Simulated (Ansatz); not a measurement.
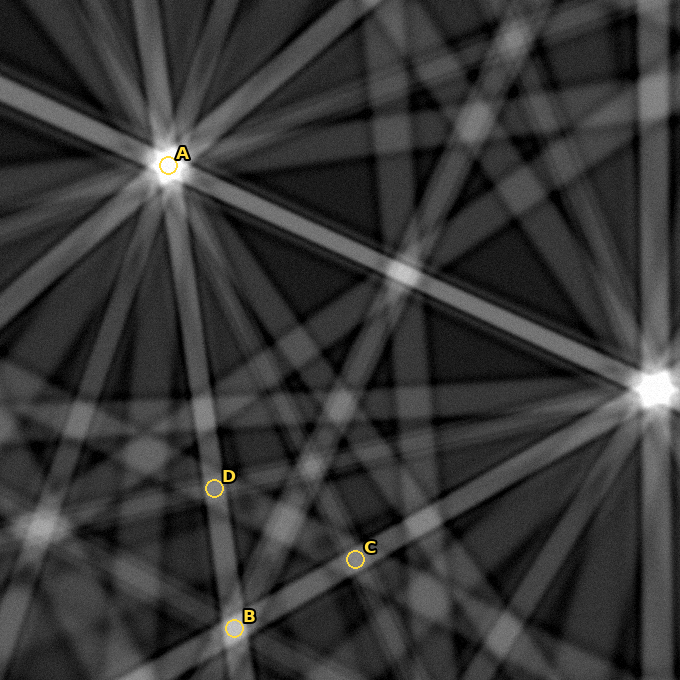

Simulated Kikuchi (electron backscatter) pattern at 20 kV: kinematic bands of width 2θ(Bragg) in gnomonic projection, seen from the camera side; the frame spans ±37° from its centre. Crystal: Hf₃N, space group P6_3/mmc (No. 194), a = 5.74 Å, c = 4.94 Å (hexagonal axes). Structure: the geometry relaxed with Ansatz, DFT PBE, scalar-relativistic, plane waves, PAW; the starting structure was generated, so it need not be a known form of this composition.

```csv
atom,site,symmetry,x,y,z
Hf,6h,mm2,0.8316,0.6631,0.2500
N,2c,-6m2,0.3333,0.6667,0.2500
```

Pole A is [100] and pole B is [21-2].

**Index the poles C and D.**

C is [32-2], 50.7° from A and 14.5° from B. D is [31-2], 37.6° from A and 14.5° from B.

**Which band joins A and B, and how wide is it?**

It comes from the planes common to both zones. The strongest order is 0 2 1 with d = 2.219 Å, so the band is 2θ = 2.2° wide (λ = 0.0859 Å). Other orders of the same planes (0 4 2) lie on the same centre line with other widths.
